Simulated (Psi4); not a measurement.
Single-point calculation of SiH₃O₄ (part 2 of 2)

Continued. System: SiH₃O₄, multiplicity 2, SMILES [O][Si](O)(O)O. Method: OMP2/6-31G*, UHF (Psi4 1.11). The geometry comes from this level: PBE0-D4/def2-TZVP.

Geometry of the input (Å):
```
O  -1.4176  0.2478  1.1930
Si -0.1958  0.0587  0.0910
O  1.1171  -0.0673  1.0498
O  -0.2499  1.3391  -0.9027
O  -0.2663  -1.2635  -0.8497
H  1.2714  0.6330  1.6867
H  -0.0940  1.1731  -1.8338
H  -0.1650  -2.1208  -0.4343
```

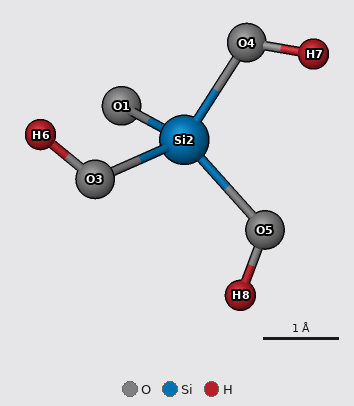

Figure 1. The structure (ball-and-stick view, seen at a tilt; atoms are numbered from 1 in the order of the input).

Output, continued
```
  Module DFOCC Options:
  ----------------------------------------------------------------------------
  ACTIVE                        => (empty)
  BASIS_RELATIVISTIC            => (empty)
  BENCH                         => (empty)
  CC_DIIS_MAX_VECS              => (empty)
  CC_DIIS_MIN_VECS              => (empty)
  CC_LAMBDA                     => (empty)
  CC_MAXITER                    => (empty)
  CC_TYPE                       => (empty)
  CHOLESKY                      => FALSE           !
  CHOLESKY_TOLERANCE            => (empty)
  CI_TYPE                       => (empty)
  COMPUT_S2                     => (empty)
  CUBEPROP_BASIS_FUNCTIONS      => (empty)
  CUBEPROP_FILEPATH             => (empty)
  CUBEPROP_ISOCONTOUR_THRESHOLD => (empty)
  CUBEPROP_ORBITALS             => (empty)
  CUBEPROP_TASKS                => (empty)
  CUBIC_BASIS_TOLERANCE         => (empty)
  CUBIC_BLOCK_MAX_POINTS        => (empty)
  CUBIC_GRID_OVERAGE            => (empty)
  CUBIC_GRID_SPACING            => (empty)
  CUTOFF                        => (empty)
  DDX                           => (empty)
  DEBUG                         => (empty)
  DERTYPE                       => (empty)
  DF_BASIS_CC                   => (empty)
  DIE_IF_NOT_CONVERGED          => (empty)
  DKH_ORDER                     => (empty)
  DOCC                          => (empty)
  DO_DIIS                       => (empty)
  DO_LEVEL_SHIFT                => (empty)
  DO_SCS                        => FALSE           !
  DO_SOS                        => FALSE           !
  E3_SCALE                      => (empty)
  EKT_IP                        => (empty)
  EXTERNAL_POTENTIAL_SYMMETRY   => (empty)
  E_CONVERGENCE                 => 1e-09           !
  FREEZE_CORE                   => (empty)
  FREEZE_CORE_POLICY            => (empty)
  FROZEN_DOCC                   => (empty)
  FROZEN_UOCC                   => (empty)
  HESS_TYPE                     => (empty)
  INTEGRAL_CUTOFF               => (empty)
  INTEGRAL_PACKAGE              => (empty)
  LEVEL_SHIFT                   => (empty)
  LINEQ_SOLVER                  => (empty)
  LITERAL_CFOUR                 => (empty)
  LS_THC_BASIS_TOLERANCE        => (empty)
  LS_THC_DF                     => (empty)
  LS_THC_PRUNING_SCHEME         => (empty)
  LS_THC_RADIAL_POINTS          => (empty)
  LS_THC_SPHERICAL_POINTS       => (empty)
  LS_THC_S_EPSILON              => (empty)
  LS_THC_WEIGHTS_TOLERANCE      => (empty)
  MAT_NUM_COLUMN_PRINT          => (empty)
  MAX_MOGRAD_CONVERGENCE        => (empty)
  MAX_RADIAL_MOMENT             => (empty)
  MBIS_D_CONVERGENCE            => (empty)
  MBIS_MAXITER                  => (empty)
  MBIS_PRUNING_SCHEME           => (empty)
  MBIS_RADIAL_POINTS            => (empty)
  MBIS_SPHERICAL_POINTS         => (empty)
  MOLDEN_WITH_VIRTUAL           => (empty)
  MOLDEN_WRITE                  => (empty)
  MO_DIIS_NUM_VECS              => (empty)
  MO_MAXITER                    => (empty)
  MO_STEP_MAX                   => (empty)
  MP2_AMP_TYPE                  => (empty)
  MP2_OS_SCALE                  => (empty)
  MP2_SOS_SCALE                 => (empty)
  MP2_SOS_SCALE2                => (empty)
  MP2_SS_SCALE                  => (empty)
  MP2_TYPE                      => (empty)
  MP_TYPE                       => (empty)
  NAT_ORBS                      => FALSE           !
  NUM_FROZEN_DOCC               => 9               !
  NUM_FROZEN_UOCC               => (empty)
  NUM_GPUS                      => (empty)
  OCC_ORBS_PRINT                => (empty)
  OEPROP                        => (empty)
  OO_SCALE                      => (empty)
  OPT_METHOD                    => (empty)
  ORBITAL_OPTIMIZER_PACKAGE     => (empty)
  ORB_OPT                       => TRUE            !
  ORB_RESP_SOLVER               => (empty)
  ORTH_TYPE                     => (empty)
  PARENT_SYMMETRY               => (empty)
  PCG_BETA_TYPE                 => (empty)
  PCG_CONVERGENCE               => (empty)
  PCG_MAXITER                   => (empty)
  PCM                           => (empty)
  PE                            => (empty)
  PPL_TYPE                      => (empty)
  PRINT                         => (empty)
  PRINT_NOONS                   => (empty)
  PROPERTIES                    => (empty)
  PROPERTIES_ORIGIN             => (empty)
  PUREAM                        => TRUE            !
  QCHF                          => (empty)
  QC_MODULE                     => (empty)
  RAS1                          => (empty)
  RAS2                          => (empty)
  RAS3                          => (empty)
  RAS4                          => (empty)
  READ_SCF_3INDEX               => (empty)
  REGULARIZATION                => (empty)
  REG_PARAM                     => (empty)
  RELATIVISTIC                  => (empty)
  REMP_A                        => (empty)
  RESTRICTED_DOCC               => (empty)
  RESTRICTED_UOCC               => (empty)
  RMS_MOGRAD_CONVERGENCE        => (empty)
  R_CONVERGENCE                 => (empty)
  SCF_TYPE                      => PK              !
  SCREENING                     => (empty)
  SCS_TYPE                      => (empty)
  SOCC                          => (empty)
  SOS_TYPE                      => (empty)
  TRIPLES_IABC_TYPE             => (empty)
  WFN                           => (empty)
  WFN_TYPE                      => DF-OMP2         !
  WRITER_FILE_LABEL             => (empty)
  ZORA_BASIS_TOLERANCE          => (empty)
  ZORA_NR_DEBUG                 => (empty)
  ZORA_PRUNING_SCHEME           => (empty)
  ZORA_RADIAL_POINTS            => (empty)
  ZORA_SPHERICAL_POINTS         => (empty)

	Warning: cc_lambda option is changed to TRUE
	For this residual convergence, default PCG convergence is:     1.00e-07
	For this energy convergence, default RMS orbital gradient is:     3.16e-07
	For this energy convergence, default MAX orbital gradient is:     2.00e-06

 ==============================================================================
 ==============================================================================
 ==============================================================================

                      DF-OMP2 (DF-OO-MP2)

 ==============================================================================
 ==============================================================================
 ==============================================================================

	MO Hessian type is changed to 'APPROX_DIAG'
	MO spaces...

	 FC   AOCC   BOCC  AVIR   BVIR   FV
	------------------------------------------
	  9    16    15    55     56     0
	Number of basis functions in the DF-HF basis: 461
	Number of basis functions in the DF-CC basis: 342

	Minimum required memory for amplitudes:     17.72 MB

	Computing DF-MP2 energy using SCF MOs (Canonical DF-MP2)...
	=======================================================================
	Nuclear Repulsion Energy (a.u.)    :   257.36416315955989
	DF-HF Energy (a.u.)                :  -590.24746502212599
	REF Energy (a.u.)                  :  -590.24746502212599
	Alpha-Alpha Contribution (a.u.)    :    -0.10687612995218
	Alpha-Beta Contribution (a.u.)     :    -0.54015595023457
	Beta-Beta Contribution (a.u.)      :    -0.09474665961828
	Scaled_SS Correlation Energy (a.u.):    -0.06720759652349
	Scaled_OS Correlation Energy (a.u.):    -0.64818714028149
	DF-SCS-MP2 Total Energy (a.u.)     :  -590.96285975893102
	DF-SOS-MP2 Total Energy (a.u.)     :  -590.94966775743092
	DF-SCS(N)-MP2 Total Energy (a.u.)  :  -590.60232113177005
	DF-MP2 Correlation Energy (a.u.)   :    -0.74177873980503
	DF-MP2 Total Energy (a.u.)         :  -590.98924376193099
	=======================================================================

	Number of alpha independent-pairs:1519
	Number of beta independent-pairs :1479

 ==============================================================================
 ================ Performing DF-OMP2 iterations... ============================
 ==============================================================================
	            Minimizing DF-MP2-L Functional
	            ------------------------------
 Iter       E_total           DE           RMS MO Grad      MAX MO Grad      RMS T2
 ----    ---------------    ----------     -----------      -----------     ----------
	successfully fired up coupled DIIS...
   1     -590.9958222059     -6.47e-03       1.57e-03         2.02e-02        1.62e-05
   2     -590.9971728721     -1.35e-03       7.61e-04         1.66e-02        9.36e-06
   3     -590.9976953705     -5.22e-04       5.10e-04         1.20e-02        8.35e-06
   4     -590.9979444711     -2.49e-04       3.10e-04         8.59e-03        7.13e-06
   5     -590.9981110653     -1.67e-04       1.34e-04         3.47e-03        9.14e-06
   6     -590.9981316085     -2.05e-05       9.90e-05         2.42e-03        2.07e-06
   7     -590.9981489355     -1.73e-05       6.40e-05         1.09e-03        2.39e-06
   8     -590.9981554775     -6.54e-06       5.14e-05         6.67e-04        1.07e-06
   9     -590.9981604429     -4.97e-06       4.24e-05         6.87e-04        5.69e-07
  10     -590.9981664415     -6.00e-06       3.26e-05         7.05e-04        6.41e-07
[... 42 lines of further cycles ...]
  53     -590.9981899877     -1.02e-09       3.89e-07         9.38e-06        1.43e-08
  54     -590.9981899890     -1.32e-09       2.73e-07         5.32e-06        2.23e-08
  55     -590.9981899889      1.03e-10       2.82e-07         5.74e-06        1.66e-09
  56     -590.9981899901     -1.25e-09       1.89e-07         4.05e-06        3.66e-08
  57     -590.9981899902     -8.05e-11       1.89e-07         4.14e-06        3.96e-09
  58     -590.9981899904     -1.29e-10       1.80e-07         3.89e-06        6.55e-09
  59     -590.9981899905     -1.51e-10       1.57e-07         3.11e-06        1.02e-08
  60     -590.9981899907     -1.45e-10       8.96e-08         1.57e-06        6.83e-10
  61     -590.9981899907     -6.43e-11       6.82e-08         8.64e-07        5.63e-09
  62     -590.9981899907     -6.48e-12       6.33e-08         1.19e-06        1.46e-09

 ==============================================================================
 ======================== DF-OMP2 ITERATIONS ARE CONVERGED ====================
 ==============================================================================

	Computing MP2 energy using optimized MOs...
	=======================================================================
	Nuclear Repulsion Energy (a.u.)    :   257.36416315955989
	DF-HF Energy (a.u.)                :  -590.24746502212599
	REF Energy (a.u.)                  :  -590.23489262093926
	Alpha-Alpha Contribution (a.u.)    :    -0.10961696587820
	Alpha-Beta Contribution (a.u.)     :    -0.55433278257908
	Beta-Beta Contribution (a.u.)      :    -0.09934762211194
	Scaled_SS Correlation Energy (a.u.):    -0.06965486266338
	Scaled_OS Correlation Energy (a.u.):    -0.66519933909489
	DF-SCS-MP2 Total Energy (a.u.)     :  -590.96974682269752
	DF-SOS-MP2 Total Energy (a.u.)     :  -590.90009196003416
	DF-SCS(N)-MP2 Total Energy (a.u.)  :  -590.60267029580189
	DF-MP2 Correlation Energy (a.u.)   :    -0.75072496938253
	DF-MP2 Total Energy (a.u.)         :  -590.99818999150853
	=======================================================================

	=======================================================================
	================ DF-OMP2 FINAL RESULTS ================================
	=======================================================================
	Nuclear Repulsion Energy (a.u.)    :   257.36416315955989
	DF-HF Energy (a.u.)                :  -590.24746502212599
	REF Energy (a.u.)                  :  -590.23489262093926
	DF-SCS-OMP2 Total Energy (a.u.)    :  -590.96974682269752
	DF-SOS-OMP2 Total Energy (a.u.)    :  -590.90009196003416
	DF-SCS(N)-OMP2 Total Energy (a.u.) :  -590.60267029580189
	DF-OMP2 Correlation Energy (a.u.)  :    -0.75072496859991
	Edfomp2 - Eref (a.u.)              :    -0.76329736978664
	DF-OMP2 Total Energy (a.u.)        :  -590.99818999072590
	=======================================================================

	total time  =         57 seconds =       0.95 minutes
```

Standard output
```
energy: -16081.879888 eV
```

Key numbers

```csv
quantity,value
outcome,converged
total energy,−590.998190 hartree
SCF energy,−590.247465 hartree
MP2 energy,−590.989244 hartree
correlation energy,−0.750725 hartree
basis functions,80
⟨S²⟩,0.755
hardware,"1 thread of Intel Xeon @ 2.90GHz (Ice Lake), 64 GiB of memory available, shared host"
wall time,61 s
peak memory,0.29 GiB
```
